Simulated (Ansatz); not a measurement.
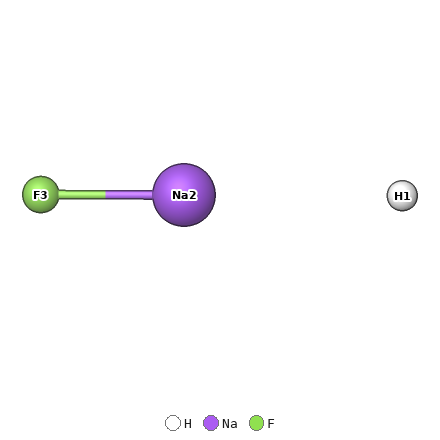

The system is H + NaF, spin multiplicity 2; the picture shows the reference structure. First axis: distance H1–Na2. Second axis: distance Na2–F3. Nothing is relaxed (the angle H1–Na2–F3 is fixed at 180 degrees). Grid: 9 × 9 points. Energies are in kJ/mol, from the lowest grid point. Method: UKS PBE0-D4/def2-SVPD (Ansatz 0.2.0).

Its coordinates:

```xyz
3

H    -2.9210    0.0000    0.0000
Na    0.0000    0.0000    0.0000
F     1.9150    0.0000    0.0000
```

Range: distance H1–Na2 from 1.576 to 3.176 Å; distance Na2–F3 from 1.808 to 3.408 Å.

Q: What landscape does the calculation give?

A: The lowest grid point is at distance H1–Na2 = 2.921 Å, distance Na2–F3 = 1.915 Å. No other kind of well shows on this grid. The highest grid point, distance H1–Na2 = 1.576 Å, distance Na2–F3 = 3.408 Å, lies 230 kJ/mol above the lowest.

```
distance Na2–F3 ↓, distance H1–Na2 →  1.576  1.683  1.840  2.023  2.226  2.444  2.677  2.921  3.176
                               3.408    230    206    188    180    182    186    194    202    209
                               3.153    213    189    169    161    161    163    169    175    177
                               2.909    192    167    147    138    136    136    139    139    140
                               2.676    166    142    121    110    106    104    102    102    103
                               2.458    138    113     91     79     72     68     66     66     66
                               2.255    109     84     62     47     38     33     32     32     32
                               2.072     87     62     39     23     14      9      7      7      7
                               1.915     81     56     32     16      7      2      0      0      1
                               1.808     92     67     43     27     18     13     11     11     12
```

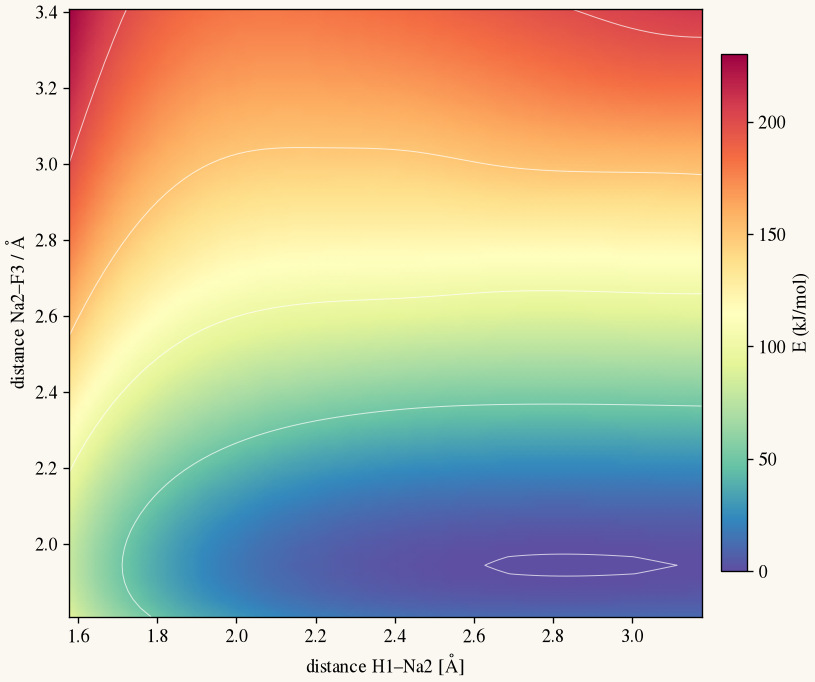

In the figure: a smooth colour map with a few white contour lines. Between grid points the surface is interpolated.

Each point was launched as `ansatz run input.yaml --threads 1 --pin off --max-ram 2560MiB --backend cpu --events-out ev --progress --plain --runs-dir out`. Time for the 81 points that were run: 5.7 min on 1 thread of Intel(R) Xeon(R) Platinum 8488C (Sapphire Rapids), with other jobs on the host.
